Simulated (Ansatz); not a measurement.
The reference is ZrS2 in the CdI2 type structure (space group P-3m1, No. 164; a = 3.635 Å, c = 5.720 Å; layered, stacked along the Cartesian z axis). Axes: x lies along a and z along c of the hexagonal cell.

Now apply this change: biaxial strain +0.52 %, plane normal [001], relaxed out of plane (Cartesian); in-plane vectors clamped, the third vector and the atoms free.

Level of theory: PBE-D3(BJ) (Ansatz, an electronic-structure program), no spin-orbit coupling.

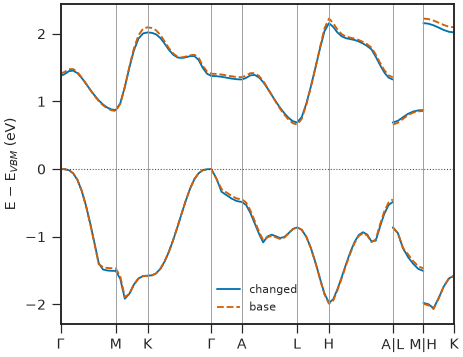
*Highest valence and lowest conduction band along the path, each from its own valence-band maximum*

**Question.** From the figure, how large is the changed gap, and is it direct?

**Answer.** About 0.7 eV, indirect, Γ → L.

Stability against distortions was not tested.
